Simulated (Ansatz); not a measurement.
```yaml
atoms:
  - { symbol: Ti, position_ang: [0.0104, -0.0370, -0.1106] }
  - { symbol: F, position_ang: [0.1704, -0.4201, 1.5683] }
  - { symbol: Cl, position_ang: [2.0967, -0.0049, -0.7166] }
  - { symbol: Cl, position_ang: [-0.5874, 2.0222, -0.5557] }
  - { symbol: Cl, position_ang: [-0.7647, -1.6428, -1.3843] }
  - { symbol: S, position_ang: [-2.7398, -0.0985, 0.7229] }
  - { symbol: H, position_ang: [-2.7124, -1.2889, 1.3621] }
  - { symbol: H, position_ang: [-2.6029, 0.5972, 1.8735] }
```

All numbers below come from Ansatz 0.2.0, RKS PBE0-D4/def2-SVP.

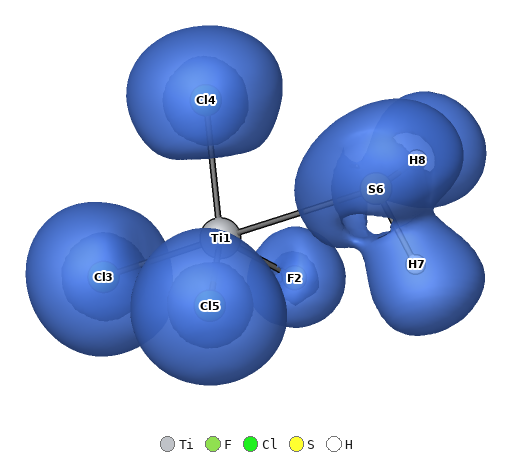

Cl3FH2STi. Isosurface of the electron localisation function at 0.75 (blue), seen at a tilt. Only the valence region is drawn (cores and ρ < 0.01 e/Å³ removed).

> What do the ELF domains correspond to?

The surface consists of three regions wrapped around Cl (the valence shell of each), one region wrapped around F (its valence shell) and one joined region spread over several atoms (H, S), in which their bonds and any lone pairs are merged. Along the contacts the grid gives the following. Ti–F (1.73 Å): the ELF peaks at about 0.85 in the valence shell of F, 0.5 Å from its nucleus, and drops to about 0.20 between the two atoms. Ti–Cl (2.17 Å): the ELF peaks at about 0.85 in the valence shell of Cl, 0.8 Å from its nucleus, and is about 0.40 at the midpoint.
